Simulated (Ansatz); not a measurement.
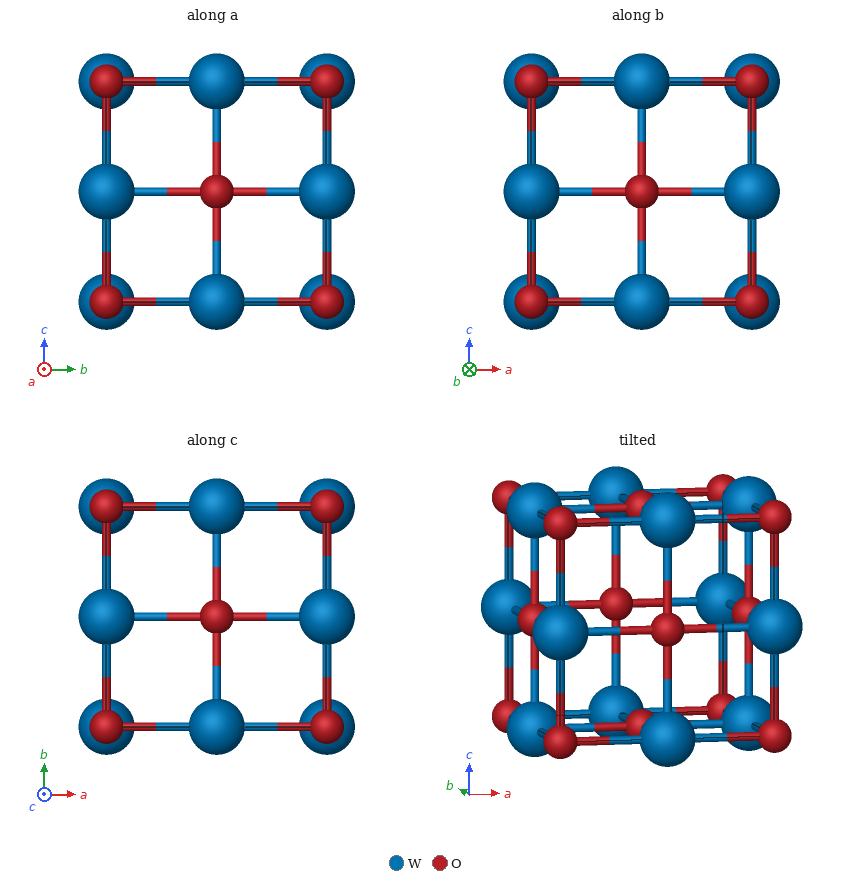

The figure gives a ball-and-stick picture of the atoms, viewed along the a axis, along the b axis, along the c axis and slightly off an axis. Thin lines show the conventional unit cell, with boundary atoms drawn in all their periodic places.

Lattice parameters: a = 4.284 Å, b = 4.284 Å, c = 4.284 Å, α = 90.00°, β = 90.00°, γ = 90.00°.

Give the structure in the form of a table of Wyckoff sites.

Space group Pm-3m (No. 221).
```json
{"atom": "W", "site": "3d", "x": "0.0000", "y": "0.0000", "z": "0.5000"}
{"atom": "O", "site": "1a", "x": "0.0000", "y": "0.0000", "z": "0.0000"}
{"atom": "O", "site": "3c", "x": "0.0000", "y": "0.5000", "z": "0.5000"}
```

The starting point was a structure type filled with these elements by a generator (whether the compound takes this form wasn't checked). The geometry was optimised with DFT PBE, scalar-relativistic, plane waves, PAW in Ansatz.
